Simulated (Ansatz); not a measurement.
# One shape, several levels: singlet InCl2O−

Wanted: a comparison of 6 runs (HF/3-21G, HF/def2-SVPD, B3LYP/def2-SVPD, SVWN5/def2-SVPD, wB97M-V/def2-SVPD, MP2/def2-SVPD) of singlet InCl2O−. 

The results are computed with Ansatz 0.2.0.

34 further runs of the same task are left out: 1 that didn't finish, 33 set aside as unsound or not needed. Runs told in other sessions of the task aren't counted.

## Step 1: The structure to begin with

InCl2O−: 4 atoms, total charge -1, spin state singlet. SMILES of the parent species: `[O][In]([Cl])[Cl]`. The shape is that of a PBE0-D4/def2-TZVP optimisation. That shape belongs to the parent species and isn't relaxed for this state.

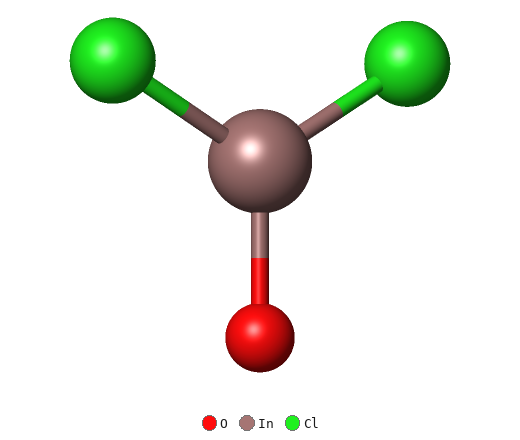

Viewed from a chosen angle; oxygen red, indium brown, chlorine green.

## Step 2: A single-point energy at HF/3-21G (run 1)

The input, in.yaml:

```yaml
crystal:
  periodic: [false, false, false]
  atoms:
    - symbol: O
      position_ang: [0.606300, 1.014000, 1.667600]
    - symbol: In
      position_ang: [0.031700, 0.016000, 0.045400]
    - symbol: Cl
      position_ang: [0.741600, -2.145000, -0.248200]
    - symbol: Cl
      position_ang: [-1.324100, 1.054700, -1.485200]
basis:
  gaussian:
    orbitals: 3-21G-spherical.json
hamiltonian:
  xc: hf
accuracy: high
output:
  orbitals: {seedname: orbitals}
total_charge: -1
```

The basis set 3-21G is read from a file made from the Basis Set Exchange's data (not shown).

Launch:

```console
$ ansatz run in.yaml --threads 1 --pin off --max-ram 3480MiB --events-out events.jsonl --progress --plain --runs-dir runs
```

Output:

```text
Warning: RAYON_NUM_THREADS=1 ignored (pool sized by the plan → 1); use --threads N
Functional definition: HF
  name "HF"
  exchange = exact_x
  correlation = 0
1346 factors; integrals over basis functions are off by at most 4.2e-9 eV
mean field evaluation 1: about -182417.6153 eV, gradient 3.9e1 eV
mean field evaluation 2: about -182417.7675 eV, gradient 4.0e1 eV
mean field evaluation 4: about -182422.2096 eV, gradient 2.7e0 eV
mean field evaluation 8: about -182422.2744 eV, gradient 4.3e-1 eV
mean field evaluation 16: about -182422.2789 eV, gradient 7.2e-6 eV
mean field -182422.27890220 eV, -6703.8950993941 hartree, gradient 1.2e-8 eV, S^2 0.000000; 0 other end points of the search recorded, 0 dependent functions left out
reference -182422.27890220 eV, -6703.8950993941 hartree; 46, 46 occupied and 20, 20 virtual orbitals, 1346 factors
Total energy: -182422.27890220 eV, -6703.8950993941 hartree
```

Run time: 1.9 s. Hardware: 1 thread of Arm Neoverse V2, shared host; peak memory 0.19 GiB.

## Step 3: A single-point energy at HF/def2-SVPD (core potential) (run 2)

The input, job.yaml:

```yaml
crystal:
  periodic: [false, false, false]
  atoms:
    - {symbol: O, position_ang: [0.606300, 1.014000, 1.667600]}
    - {symbol: In, position_ang: [0.031700, 0.016000, 0.045400]}
    - {symbol: Cl, position_ang: [0.741600, -2.145000, -0.248200]}
    - {symbol: Cl, position_ang: [-1.324100, 1.054700, -1.485200]}
basis:
  gaussian: {orbitals: def2-SVPD}
hamiltonian: {xc: hf}
total_charge: -1
accuracy: high
output: {orbitals: {seedname: orbitals}}
```

Launch:

```console
$ ansatz run job.yaml --threads 1 --pin off --max-ram 3480MiB --events-out events.jsonl --progress --plain --runs-dir runs
```

Output:

```text
Warning: RAYON_NUM_THREADS=1 ignored (pool sized by the plan → 1); use --threads N
[... 4 set-up lines as earlier in the session ...]
2170 factors; integrals over basis functions are off by at most 3.0e-9 eV
mean field evaluation 1: about -32181.9442 eV, gradient 4.1e1 eV
mean field evaluation 2: about -32182.1226 eV, gradient 4.2e1 eV
mean field evaluation 4: about -32186.5229 eV, gradient 4.0e0 eV
mean field evaluation 8: about -32186.6099 eV, gradient 4.0e-1 eV
mean field evaluation 16: about -32186.6124 eV, gradient 3.5e-6 eV
mean field -32186.61241743 eV, -1182.8361894710 hartree, gradient 9.0e-8 eV, S^2 0.000000; 0 other end points of the search recorded, 0 dependent functions left out
reference -32186.61241743 eV, -1182.8361894710 hartree; 32, 32 occupied and 77, 77 virtual orbitals, 2170 factors
Total energy: -32186.61241743 eV, -1182.8361894710 hartree
```

It took 4.5 s on 1 thread of Arm Neoverse V2, shared host; peak memory 0.36 GiB.

Runs 3 to 4 aren't shown in full; the table further down has their settings and results.

## Step 4: A single-point energy at wB97M-V/def2-SVPD (core potential) (run 5)

The input, run.yaml:

```yaml
crystal:
  periodic: [false, false, false]
  atoms:
    - {symbol: O, position_ang: [0.606300, 1.014000, 1.667600]}
    - {symbol: In, position_ang: [0.031700, 0.016000, 0.045400]}
    - {symbol: Cl, position_ang: [0.741600, -2.145000, -0.248200]}
    - {symbol: Cl, position_ang: [-1.324100, 1.054700, -1.485200]}
basis:
  gaussian:
    orbitals: def2-SVPD
total_charge: -1
hamiltonian:
  xc: {name: wB97M-V}
accuracy: high
output: {orbitals: {seedname: orbitals}}
```

Launch:

```console
$ ansatz run run.yaml --threads 1 --pin off --max-ram 3480MiB --events-out events.jsonl --progress --plain --runs-dir runs
```

Output, cut to the lines that bear on the results:

```text
Warning: RAYON_NUM_THREADS=1 ignored (pool sized by the plan → 1); use --threads N
Functional definition: wB97M-V
  name "wB97M-V"
[...]
  gx(w, u) = 1 - cx + cx01*u + cx10*w
  gss(w, u) = css00 + css04*u^4 + css10*w + css20*w^2 + css43*w^4*u^3
  gos(w, u) = cos00 + cos10*w + (cos20 + cos21*u)*w^2 + (cos60 + cos61*u)*w^6
[...]
      + integral(e_c_pw_mod_opposite_spin*gos(b97_w_opposite, b97_u_opposite)) + vv10(b, c)
2170 factors; integrals over basis functions are off by at most 3.0e-9 eV
576 factors; integrals over basis functions are off by at most 1.2e-9 eV
[...]
mean field -32257.89088839 eV, -1185.4556249646 hartree, gradient 7.5e-8 eV, S^2 0.000000; 0 other end points of the search recorded, 0 dependent functions left out
reference -32257.89089247 eV, -1185.4556251144 hartree; 32, 32 occupied and 77, 77 virtual orbitals, 2170 factors
Total energy: -32257.89089247 eV, -1185.4556251144 hartree
```

Run time: 92 s. Hardware: 1 thread of Arm Neoverse V2, shared host; peak memory 0.77 GiB.

## Step 5: A single-point energy at MP2/def2-SVPD (core potential) (run 6)

The input, input.yaml:

```yaml
crystal:
  periodic: [false, false, false]
  atoms:
    - {symbol: O, position_ang: [0.606300, 1.014000, 1.667600]}
    - {symbol: In, position_ang: [0.031700, 0.016000, 0.045400]}
    - {symbol: Cl, position_ang: [0.741600, -2.145000, -0.248200]}
    - {symbol: Cl, position_ang: [-1.324100, 1.054700, -1.485200]}
basis:
  gaussian: {orbitals: def2-SVPD}
total_charge: -1
correlation: {method: mp2, frozen_orbitals: {Cl: 5, In: 4, O: 1}}
accuracy: high
```

Launch:

```console
$ ansatz run input.yaml --threads 1 --pin off --max-ram 3480MiB --events-out events.jsonl --progress --plain --runs-dir runs
```

Output:

```text
Warning: RAYON_NUM_THREADS=1 ignored (pool sized by the plan → 1); use --threads N
[... 4 set-up lines as earlier in the session ...]
2170 factors; integrals over basis functions are off by at most 3.0e-9 eV
mean field evaluation 1: about -32181.9442 eV, gradient 4.1e1 eV
mean field evaluation 2: about -32182.1226 eV, gradient 4.2e1 eV
mean field evaluation 4: about -32186.5229 eV, gradient 4.0e0 eV
mean field evaluation 8: about -32186.6099 eV, gradient 4.0e-1 eV
mean field evaluation 16: about -32186.6124 eV, gradient 3.5e-6 eV
mean field -32186.61241743 eV, -1182.8361894710 hartree, gradient 9.0e-8 eV, S^2 0.000000; 0 other end points of the search recorded, 0 dependent functions left out; unrestricted orbitals would lower it
15 core orbitals not correlated: weight in the atoms' cores, before any rotation towards them, 1.000 or more for the frozen orbitals, at most 0.000 for the correlated occupied ones
reference -32186.61241743 eV, -1182.8361894710 hartree; 17, 17 occupied and 77, 77 virtual orbitals, 2170 factors
second order -16.72566423 eV of doubles, -0.00000000 eV of singles
Total energy: -32203.33808166 eV, -1183.4508462944 hartree
```

It took 5.7 s on 1 thread of Arm Neoverse V2, shared host; peak memory 0.36 GiB.

## Step 6: Overview of the runs

| run | level | core potential | frozen core orbitals | energy (Eh) | HOMO energy (eV) | LUMO energy (eV) | HOMO–LUMO gap (eV) | wall time |
| --- | --- | --- | --- | --- | --- | --- | --- | --- |
| 1 | HF/3-21G | none | – | -6703.895099 | -4.05 | 5.90 | 9.95 | 1.9 s |
| 2 | HF/def2-SVPD (core potential) | def2-SVPD | – | -1182.836189 | -4.93 | 4.11 | 9.04 | 4.5 s |
| 3 | B3LYP/def2-SVPD (core potential) | def2-SVPD | – | -1185.658434 | -1.38 | 1.97 | 3.35 | 11 s |
| 4 | SVWN5/def2-SVPD (core potential) | def2-SVPD | – | -1181.769559 | -0.42 | 1.24 | 1.66 | 5.7 s |
| 5 | wB97M-V/def2-SVPD (core potential) | def2-SVPD | – | -1185.455625 | -3.96 | 3.36 | 7.32 | 92 s |
| 6 | MP2/def2-SVPD (core potential) | def2-SVPD | 15 | -1183.450846 | – | – | – | 5.7 s |

## Step 7: Summary of results

| quantity | value |
| --- | --- |
| run 6: total energy | -1183.45085 Eh |
| run 6: correlation energy (15 core orbitals frozen) | -614.7 mEh |

What this shows: Over runs 1, 2, 3, 4, 5 the HOMO–LUMO gap runs from 1.66 eV (SVWN5/def2-SVPD) to 9.95 eV (HF/3-21G). The two ends differ in method and basis and core potential. The empty levels of an anion lie above zero and hang on the basis. Totals of different functionals can't be ranked against each other. Some runs of one species differ in core potentials or relativity; totals across that change don't compare. In run 6 the log says that unrestricted orbitals would lower the reference, so the values rest on an unstable closed-shell determinant (other closed-shell runs at this shape may share the fault). In run 1 relativity is left out where basis or elements ask for it. All runs together took 2 min, the longest 92 s.
